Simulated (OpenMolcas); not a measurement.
# A workflow on CH6AlFSi (SMILES C[SiH2][AlH][F])

Aim: the energy (HF/ANO-RCC-MB), then the energy (CASSCF(2,2)/ANO-RCC-VDZP), then the energy along one coordinate (CASPT2(2,2)/ANO-RCC-VDZP), then the energy along one coordinate (SC-NEVPT2(2,2)/ANO-RCC-VDZP), then an energy scan (MC-PDFT[tPBE](2,2)/ANO-RCC-VDZP) of CH6AlFSi. 

The results are computed with OpenMolcas 26.06.

### Step 1. Starting point

The species is CH6AlFSi (10 atoms), meant as a singlet with charge 0. As SMILES, `C[SiH2][AlH][F]`. The shape is that of a PBE0-D4/def2-TZVP optimisation. This is one conformer, not always the lowest.

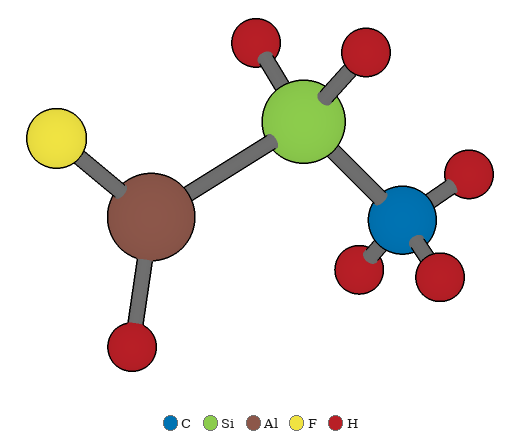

The structure, seen from a chosen angle (carbon blue, silicon green, aluminium brown, fluorine yellow, hydrogen red).

### Step 2. A single-point energy at HF/ANO-RCC-MB (DKH2) (run 1)

coord.xyz reads:

```xyz
10

C      0.209300     1.522100    -0.549700
Si    -0.487300     0.185700     0.578100
Al     0.320500    -2.061900     0.018500
F     -0.271300    -3.324400     0.910100
H     -0.171000     2.504900    -0.262800
H     -0.069900     1.340800    -1.589900
H      1.299800     1.551100    -0.495300
H     -1.978700     0.198000     0.509600
H     -0.129200     0.490400     1.995500
H      1.361100    -2.457900    -1.111000
```

step1.input reads:

```
&gateway
coord
coord.xyz
basis
ANO-RCC-MB
group
NoSym
&seward
&scf
prorbitals
0
&localisation
occupied
freeze
pipek-mezey
&localisation
fileorb
$Project.LocOrb
virtual
pipek-mezey
```

Started as:

```console
$ export MOLCAS_MEM=1860
$ pymolcas step1.input > step1.log
```

Standard output:

```text
--- Start Module: gateway ---
[...]
--- Stop Module: gateway /rc=_RC_ALL_IS_WELL_ ---
[...]
      Basis functions           34
[...]
       Convergence after  10 Iterations
[...]
::    Total SCF energy                               -672.6877250133
[...]
      Total spin, S                                     0.0000000000
[...]
      Total electronic charge=   48.000000
      Total            charge=   -0.000000
[...]
      Dipole Moment (debye):
      Origin of the operator (angstrom)=   -0.0795   -0.9964    0.2870
                   X=  7.9884E-01               Y=  1.3530E+00               Z= -1.1796E+00           Total=  1.9647E+00
      Quadrupole Moment (debye*angstrom):
[...]
--- Start Module: localisation ---
[...]
--- Stop Module: localisation /rc=_RC_ALL_IS_WELL_ ---
--- Start Module: localisation ---
[...]
--- Stop Module: localisation /rc=_RC_ALL_IS_WELL_ ---
[...]
```

It took 2.4 s on 1 thread of Intel Xeon 6975P-C (Granite Rapids), shared host; peak memory 0.38 GiB.

### Step 3. The energy at CASSCF(2,2)/ANO-RCC-VDZP (DKH2, RICD fitting) (run 2)

coord.xyz is that of step 2.

step2.input reads:

```
&GATEWAY
Coord=coord.xyz
Basis=ANO-RCC-MB
Group=NoSym
&SEWARD
&RASSCF
FileOrb=$CurrDir/step1.LocOrb
Alter=2
1 18 24
1 25 32
Spin=1
Nactel=2 0 0
Inactive=23
Ras2=2
OrbListing=Nothing
>>> COPY $Project.RunFile RUNFIL1
>>> COPY $Project.RasOrb INPORB
&GATEWAY
Coord=coord.xyz
Basis=ANO-RCC-VDZP
Group=NoSym
RICD
&SEWARD
>>> COPY $Project.RunFile RUNFIL2
&EXPBAS
&RASSCF
FileOrb=$Project.ExpOrb
Spin=1
Nactel=2 0 0
Inactive=23
Ras2=2
OrbListing=Nothing
```

Started as:

```console
$ export MOLCAS_MEM=1860
$ pymolcas step2.input > step2.log
```

Standard output:

```text
--- Start Module: gateway ---
[...]
--- Stop Module: gateway /rc=_RC_ALL_IS_WELL_ ---
[...]
      Basis functions           34
[...]
      Number of active orbitals                  2
[...]
      Spin quantum number                      0.0
[...]
      Active orbitals                            2
[...]
      Number of CSFs                             3
[...]
      Number of root(s) required                 1
[...]
      Convergence after 10 iterations
[...]
      printout of CI-coefficients larger than  0.05 for root  1
      energy=    -672.702032
      conf/sym  11     Coeff  Weight
             1  20   0.99551 0.99103
             3  02  -0.09471 0.00897
      Natural orbitals and occupation numbers for root  1
      sym 1:   1.982062   0.017938
      ************************************************************************************************************************
      *                                                    Final results                                                     *
[...]
::    RASSCF root number  1 Total energy:   -672.70203209
[...]
      Basis functions           94
[...]
--- Start Module: expbas ---
[...]
--- Stop Module: expbas /rc=_RC_ALL_IS_WELL_ ---
--- Start Module: rasscf ---
[...]
      Convergence after 14 iterations
[...]
      Natural orbitals and occupation numbers for root  1
      sym 1:   1.982978   0.017022
      ************************************************************************************************************************
      *                                                    Final results                                                     *
[...]
::    RASSCF root number  1 Total energy:   -672.94356679
[...]
      Total electronic charge=   48.000000
      Total            charge=   -0.000000
[...]
      Dipole Moment (debye):
      Origin of the operator (angstrom)=   -0.0795   -0.9964    0.2870
                   X=  7.9141E-01               Y=  2.3402E+00               Z= -1.3506E+00           Total=  2.8155E+00
      Quadrupole Moment (debye*angstrom):
[...]
--- Stop Module: rasscf /rc=_RC_ALL_IS_WELL_ ---
[...]
```

It took 7.5 s on 1 thread of Intel Xeon 6975P-C (Granite Rapids), shared host; peak memory 0.38 GiB.

### Step 4. An energy scan at CASPT2(2,2)/ANO-RCC-VDZP (DKH2, RICD fitting, ipea shift 0.25 Eh, pt2 variant SS) (run 3)

step3.inp reads:

```
>>> COPY $CurrDir/step2.RasOrb $Project.RasOrb
>>> ForEach K in (1, 2, 3, 4, 5, 6, 7, 8, 9)

&GATEWAY
  Coord
  $CurrDir/point$K.xyz
  Basis
  ANO-RCC-VDZP
  Group
  NoSym
  RICD

&SEWARD

&RASSCF
  FileOrb
  $Project.RasOrb
  Spin
  1
  Nactel
  2 0 0
  Inactive
  23
  Ras2
  2
  OrbListing
  Nothing

&CASPT2
  Imaginary
  0.2
  Frozen
  12
>>> EndDo
```

Started as:

```console
$ export MOLCAS_MEM=1860
$ pymolcas step3.inp > step3.log
```

Standard output:

```text
[...]
      Basis functions           94
[...]
      Number of active orbitals                  2
[...]
      Spin quantum number                      0.0
[...]
      Active orbitals                            2
[...]
      Number of CSFs                             3
[...]
      Number of root(s) required                 1
[...]
      Convergence after 11 iterations
[...]
      Natural orbitals and occupation numbers for root  1
      sym 1:   1.988166   0.011834
      ************************************************************************************************************************
      *                                                    Final results                                                     *
[...]
::    RASSCF root number  1 Total energy:   -672.93245194
[...]
::    CASPT2 Root  1     Total energy:   -673.42633409
[...]
      Convergence after 11 iterations
[...]
      Natural orbitals and occupation numbers for root  1
      sym 1:   1.982986   0.017014
      ************************************************************************************************************************
      *                                                    Final results                                                     *
[...]
      Convergence after 12 iterations
[...]
      Natural orbitals and occupation numbers for root  1
      sym 1:   1.852656   0.147344
      ************************************************************************************************************************
      *                                                    Final results                                                     *
[...]
      Convergence after 10 iterations
[...]
      Natural orbitals and occupation numbers for root  1
      sym 1:   1.714733   0.285267
      ************************************************************************************************************************
      *                                                    Final results                                                     *
[...]
      Convergence after 11 iterations
[...]
      Natural orbitals and occupation numbers for root  1
      sym 1:   1.479686   0.520314
      ************************************************************************************************************************
      *                                                    Final results                                                     *
[...]
::    RASSCF root number  1 Total energy:   -672.79374486
[...]
::    CASPT2 Root  1     Total energy:   -673.27470521
[...]
      Convergence after 11 iterations
[...]
::    RASSCF root number  1 Total energy:   -672.78394113
[...]
::    CASPT2 Root  1     Total energy:   -673.26294357
[...]
```

It took 49 s on 1 thread of Intel Xeon 6975P-C (Granite Rapids), shared host; peak memory 0.085 GiB.

The scan, from its lowest point:

```tsv
H5–C1 (Å)	energy (kJ/mol)
0.983	27.0
1.092	0.0
1.201	13.4
1.365	69.1
1.584	162.6
1.857	268.8
2.184	360.0
2.621	425.1
3.277	456.0
```

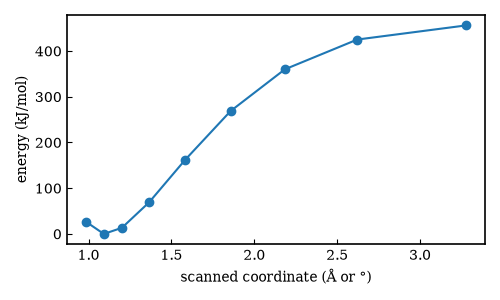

Energy along the scan.

### Step 5. The energy along one coordinate at SC-NEVPT2(2,2)/ANO-RCC-VDZP (DKH2, RICD fitting, pt2 variant SC-NEVPT2) (run 4)

step4.input reads:

```
* CH6AlFSi NEVPT2
>>> COPY $CurrDir/step2.RasOrb $Project.RasOrb
>>> ForEach K in (1, 2, 3, 4, 5, 6, 7, 8, 9)

&GATEWAY
  Coord=$CurrDir/point$K.xyz
  Basis=ANO-RCC-VDZP
  Group=NoSym
  RICD

&SEWARD

&RASSCF
  FileOrb=$Project.RasOrb
  Spin=1
  Nactel=2 0 0
  Inactive=23
  Ras2=2
  OrbListing=Nothing

&CASPT2
  SC-NEVPT2
  Frozen=12
>>> EndDo
```

Started as:

```console
$ export MOLCAS_MEM=1860
$ pymolcas step4.input > step4.log
```

Standard output:

```text
[...]
      Basis functions           94
[...]
      Number of active orbitals                  2
[...]
      Spin quantum number                      0.0
[...]
      Active orbitals                            2
[...]
      Number of CSFs                             3
[...]
      Number of root(s) required                 1
[...]
      Convergence after 11 iterations
[...]
      printout of CI-coefficients larger than  0.05 for root  1
      energy=    -672.932452
      conf/sym  11     Coeff  Weight
             1  20   0.99704 0.99408
             3  02  -0.07692 0.00592
      Natural orbitals and occupation numbers for root  1
      sym 1:   1.988166   0.011834
      ************************************************************************************************************************
      *                                                    Final results                                                     *
[...]
::    RASSCF root number  1 Total energy:   -672.93245194
[...]
      E2 (Variational):          -0.4906709081
[...]
::    SC-NEVPT2 Root  1     Total energy:   -673.42308805
[...]
      Convergence after 11 iterations
[...]
      Natural orbitals and occupation numbers for root  1
      sym 1:   1.982986   0.017014
      ************************************************************************************************************************
      *                                                    Final results                                                     *
[...]
      Convergence after 12 iterations
[...]
      Natural orbitals and occupation numbers for root  1
      sym 1:   1.852656   0.147344
      ************************************************************************************************************************
      *                                                    Final results                                                     *
[...]
      Convergence after 10 iterations
[...]
      Natural orbitals and occupation numbers for root  1
      sym 1:   1.714733   0.285267
      ************************************************************************************************************************
      *                                                    Final results                                                     *
[...]
      Convergence after 11 iterations
[...]
::    RASSCF root number  1 Total energy:   -672.79374486
[...]
::    SC-NEVPT2 Root  1     Total energy:   -673.27188271
[...]
      Convergence after 11 iterations
[...]
::    RASSCF root number  1 Total energy:   -672.78394113
[...]
      E2 (Variational):          -0.4764498717
[...]
      Reference weight:           0.85489
[...]
::    SC-NEVPT2 Root  1     Total energy:   -673.26039100
[...]
```

It took 47 s on 1 thread of Intel Xeon 6975P-C (Granite Rapids), shared host; peak memory 0.085 GiB.

The scan, from its lowest point:

```tsv
H5–C1 (Å)	energy (kJ/mol)
0.983	28.1
1.092	0.0
1.201	12.4
1.365	66.9
1.584	160.0
1.857	266.8
2.184	359.3
2.621	425.1
3.277	455.3
```

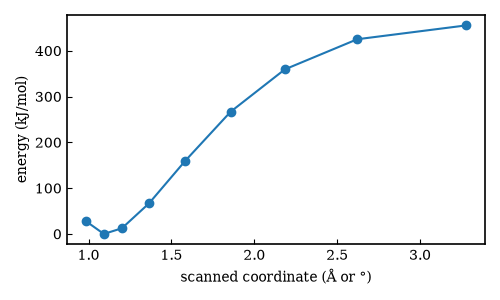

Energy along the scan.

### Step 6. The energy along one coordinate at MC-PDFT[tPBE](2,2)/ANO-RCC-VDZP (DKH2, RICD fitting) (run 5)

step5.inp reads:

```
>>> COPY $CurrDir/step2.RasOrb $Project.RasOrb
>>> ForEach K in (1, 2, 3, 4, 5, 6, 7, 8, 9)

&GATEWAY
  Coord=$CurrDir/point$K.xyz
  Basis=ANO-RCC-VDZP
  Group=NoSym
  RICD

&SEWARD

&RASSCF
  FileOrb=$Project.RasOrb
  Spin=1
  Nactel=2 0 0
  Inactive=23
  Ras2=2
  OrbListing=Nothing

&MCPDFT
  KSDFT=T:PBE
>>> EndDo
```

Started as:

```console
$ export MOLCAS_MEM=1860
$ pymolcas step5.inp > step5.log
```

Standard output:

```text
--- Start Module: gateway ---
[...]
      Basis functions           94
[...]
      Number of active orbitals                  2
[...]
      Spin quantum number                      0.0
[...]
      Active orbitals                            2
[...]
      Number of CSFs                             3
[...]
      Number of root(s) required                 1
[...]
      Convergence after 11 iterations
[...]
      printout of CI-coefficients larger than  0.05 for root  1
      energy=    -672.932452
      conf/sym  11     Coeff  Weight
             1  20   0.99704 0.99408
             3  02  -0.07692 0.00592
      Natural orbitals and occupation numbers for root  1
      sym 1:   1.988166   0.011834
      ************************************************************************************************************************
      *                                                    Final results                                                     *
[...]
::    RASSCF root number  1 Total energy:   -672.93245194
[...]
::    MCPDFT root number  1 Total energy:   -674.28068537
[...]
      Convergence after 11 iterations
[...]
      Natural orbitals and occupation numbers for root  1
      sym 1:   1.982986   0.017014
      ************************************************************************************************************************
      *                                                    Final results                                                     *
[...]
      Convergence after 12 iterations
[...]
      Natural orbitals and occupation numbers for root  1
      sym 1:   1.852656   0.147344
      ************************************************************************************************************************
      *                                                    Final results                                                     *
[...]
      Convergence after 10 iterations
[...]
      Natural orbitals and occupation numbers for root  1
      sym 1:   1.714733   0.285267
      ************************************************************************************************************************
      *                                                    Final results                                                     *
[...]
      Convergence after 11 iterations
[...]
::    RASSCF root number  1 Total energy:   -672.79374486
[...]
::    MCPDFT root number  1 Total energy:   -674.11984096
[...]
      Convergence after 11 iterations
[...]
::    RASSCF root number  1 Total energy:   -672.78394113
[...]
      Total electronic charge=   48.000000
      Total            charge=   -0.000000
[...]
::    MCPDFT root number  1 Total energy:   -674.10726158
[...]
```

Run time: 53 s. Hardware: 1 thread of Intel Xeon 6975P-C (Granite Rapids), shared host; peak memory 0.085 GiB.

The scan, from its lowest point:

```tsv
H5–C1 (Å)	energy (kJ/mol)
0.983	26.8
1.092	0.0
1.201	13.2
1.365	68.8
1.584	163.8
1.857	274.8
2.184	374.7
2.621	449.1
3.277	482.1
```

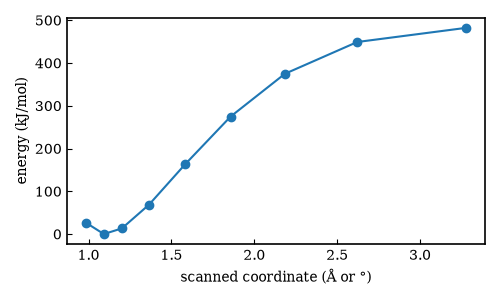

Energy along the scan.

### Step 7. Results

| quantity | value |
| --- | --- |
| run 1, HF/ANO-RCC-MB: total energy | -672.68773 Eh |
| run 1, HF/ANO-RCC-MB: dipole moment | 1.96 D |
| run 1, HF/ANO-RCC-MB: HOMO energy | -10.78 eV |
| run 1, HF/ANO-RCC-MB: LUMO energy | 0.92 eV |
| run 1, HF/ANO-RCC-MB: HOMO–LUMO gap | 11.71 eV |
| run 2, CASSCF(2,2)/ANO-RCC-VDZP: total energy | -672.94357 Eh |
| run 2, CASSCF(2,2)/ANO-RCC-VDZP: dipole moment (CASSCF density) | 2.82 D |
| run 3, CASPT2(2,2)/ANO-RCC-VDZP: lowest energy of the scan | -673.43661 Eh |
| run 4, SC-NEVPT2(2,2)/ANO-RCC-VDZP: lowest energy of the scan | -673.43379 Eh |
| run 5, MC-PDFT[tPBE](2,2)/ANO-RCC-VDZP: lowest energy of the scan | -674.29089 Eh |

In words: Mulliken charges (run 1, HF/ANO-RCC-MB) run from -0.69 on C1 to +0.98 on Al3; they depend strongly on the basis.
